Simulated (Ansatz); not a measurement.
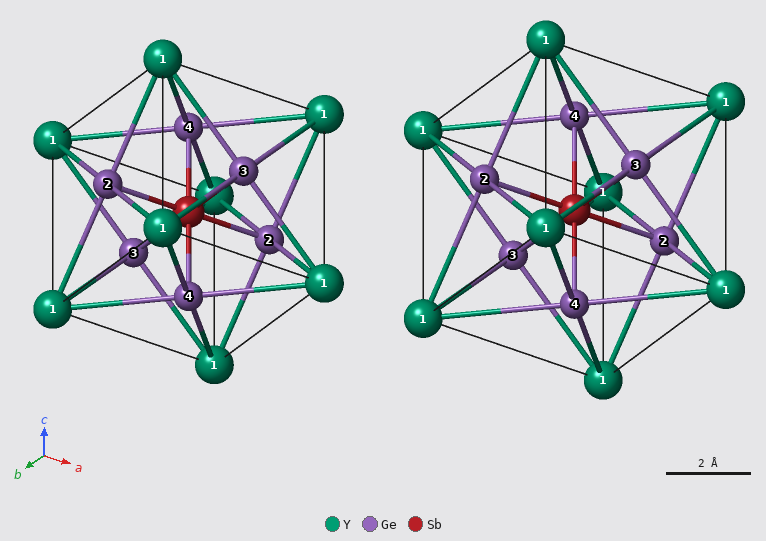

Two geometries of a crystal of YGe₃Sb (built on the cubic perovskite type) (coarse preliminary run), drawn at one scale. One is the start of a relaxation, the other its converged end. A ball-and-stick model of the cell of the calculation, seen from a free direction.

Level of theory: DFT PBE, scalar-relativistic, plane waves, PAW in Ansatz. Set-up: plane-wave cutoff 420 eV; k-point mesh 4 × 4 × 4; occupations gaussian; smearing width 0.1 eV; no spin polarisation; cell and atoms relaxed; force threshold 0.04 eV/Å; at most 70 steps.

Which of the two is the end point?

The right one is the relaxed one. Case: cubic perovskite type (Pm-3m, No. 221). Over 4 accepted moves (6 points after the start) the energy falls by 3.124 eV per cell of the calculation. All forces vanish by symmetry, so only the cell relaxes. Pressure: 34.40 GPa at the start and 0.09 GPa at the end. At 2 points the geometry stayed and the basis and grid were re-selected for the new cell (energy shift of 48.4 meV per cell of the calculation at most each time). The atoms keep their places relative to the cell (all moves are under 0.005 Å). Cell: a = b = c 4.675 → 5.204 Å (+11.3 %). Volume +37.9 %. Among the contacts that change: Ge–Y 3.306 → 3.680 Å, Ge–Sb 2.338 → 2.602 Å. The space group stays Pm-3m (No. 221).
